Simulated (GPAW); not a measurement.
Band structure of SiO₂ (P4_2/mnm, 6 atoms in the cell).

```
CELL_PARAMETERS angstrom
      4.16205     0.00000     0.00000
      0.00000     4.16205     0.00000
      0.00000     0.00000     2.64824
ATOMIC_POSITIONS crystal
  Si 0.50000 0.50000 0.50000
  Si 0.00000 0.00000 0.00000
  O  0.69316 0.69316 0.00000
  O  0.30684 0.30684 0.00000
  O  0.80684 0.19316 0.50000
  O  0.19316 0.80684 0.50000
```

Method: PBE, GPAW PAW datasets PBE (gpaw-data 1.0.1) (plane waves; GPAW 25.7.0).

Settings: mode = pw; ecut = 900 eV; xc = PBE; kpts = 4 4 6; mesh shift (steps) = 0 0 0; occupations.name = fermi-dirac; occupations.width = 0 eV; nbands = -8; convergence.density = 1e-05 e/electron; convergence.energy = 1e-05 eV/electron; convergence.bands = -6; symmetry.symmorphic = false; symmetry.tolerance = 0.0005; maxiter = 100.

The starting cell comes from a database of computed structures (which also holds hypothetical and non-ambient phases and stackings), without a prior relaxation at this level. Its lattice was rescaled by a random factor within 2.5 % of one.

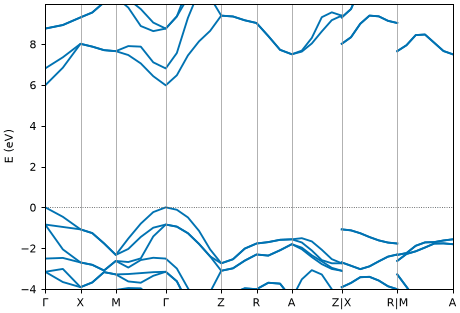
*Bands along the path, energies from the top of the valence band on the SCF mesh.*

### Question
Read off roughly the gap and where its edges lie.

### Answer
The gap along the path is about 6.0 eV (computed: 5.98 eV), direct at Γ to within 0.01 eV.

Levels in eV from the top of the valence band on the SCF mesh, bands 13 to 20:
| point | 13 | 14 | 15 | 16 | 17 | 18 | 19 | 20 |
|---|---|---|---|---|---|---|---|---|
| Γ | -2.51 | -0.84 | -0.84 | 0.00 | 5.98 | 6.81 | 8.76 | 8.76 |
| X | -2.70 | -2.70 | -1.08 | -1.08 | 8.01 | 8.01 | 9.31 | 9.31 |
| M | -2.63 | -2.63 | -2.33 | -2.33 | 7.65 | 7.65 | 10.30 | 10.30 |
| Z | -3.11 | -3.11 | -2.74 | -2.74 | 9.39 | 9.39 | 12.89 | 12.89 |
| R | -2.31 | -2.31 | -1.77 | -1.77 | 9.03 | 9.03 | 10.08 | 10.08 |
| A | -1.81 | -1.81 | -1.57 | -1.57 | 7.50 | 7.50 | 11.14 | 11.14 |
